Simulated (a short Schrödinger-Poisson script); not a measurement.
System: MOS inversion layer, SiO2 on p-type Si(100), at 300 K.

| layer | material | thickness (nm) | Na (cm⁻³) |
|---|---|---|---|
| 1 | SiO2 | 1.6 | - |
| 2 | Si | 390 | 1.2e18 |

The device is made up for the run: typed textbook-type constants, with dimensions and the other settings drawn at random. SiO2: permittivity 3.9, conduction-band edge (eV) 3.15, gap (eV) 9, electron mass (mₑ) 0.5. Si: permittivity 11.7, conduction-band edge (eV) 0, gap (eV) 1.124, Nv at 300 K (cm⁻³) 3.1e19.

Channel valleys (confinement mass, in-plane density-of-states mass, number): Δ2 0.916, 0.19, 2; Δ4 0.19, 0.417, 4. At the gate the conduction-band edge of layer 1 lies 3.28 eV − eVg above the Fermi level of the channel; the field vanishes at the back. Gaps are held at their typed values at every temperature. Mesh 0.03 nm at interfaces.

Solved with a short Schrödinger-Poisson script written for these runs: 1D Poisson equation in equilibrium, electrons quantum, Hartree (BenDaniel-Duke, 12 states a valley, the channel's in-plane mass for all, wave functions ending at the dielectric), parabolic valleys, classical holes, full ionisation, no traps, pinning or gate leakage.

Only gate voltages with over 1e8 electrons/cm² are shown.

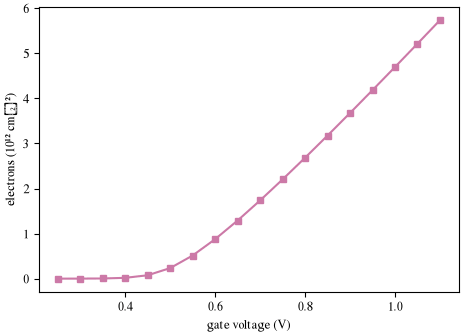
Sheet density against gate voltage

```tsv
Vg (V)	electrons (cm⁻²)	C (μF/cm²)	Δ2 E0 (meV)	Δ2 E1 (meV)	Δ4 E0 (meV)	Δ4 E1 (meV)
0.25	1.58e8	0.294	268.8	353.4	346.8	483.9
0.35	3.74e9	0.298	186.3	274.0	267.2	409.6
0.45	7.49e10	0.538	108.2	198.8	191.8	339.1
0.55	5.12e11	1.15	56.9	150.7	143.8	294.5
0.65	1.29e12	1.43	30.7	127.9	121.2	274.0
0.75	2.20e12	1.55	14.1	114.6	108.2	262.7
0.85	3.18e12	1.61	1.6	105.4	99.3	255.3
0.95	4.18e12	1.65	-8.7	98.4	92.6	249.8
1.05	5.21e12	1.68	-17.7	92.6	87.1	245.5
```

Subbands count from the Fermi level.
